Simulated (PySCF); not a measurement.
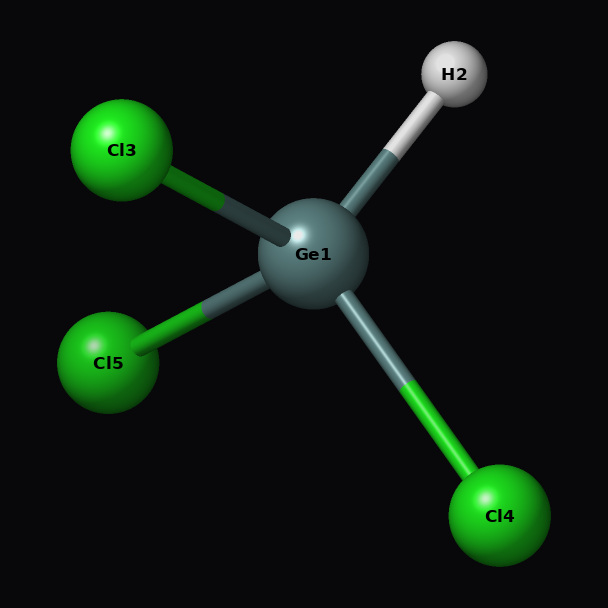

The geometry was computed by an optimisation with PBE0-D3(BJ)/def2-SVP. No frequency run is at hand to confirm it as a minimum. Level of theory: delta-SCF UKS SCAN, pcX-2 on the ionised atom (unc-x2c-TZVPall on a metal), pcseg-1 elsewhere, spin-free X2C (PySCF 2.14.0).

Give the core-electron binding energies (to vacuum; p and d levels without spin–orbit splitting) of Cl3 1s, Cl3 2p.

```csv
atom,level,binding energy (eV)
Cl3,1s,2829.0
Cl3,2p,206.9
```
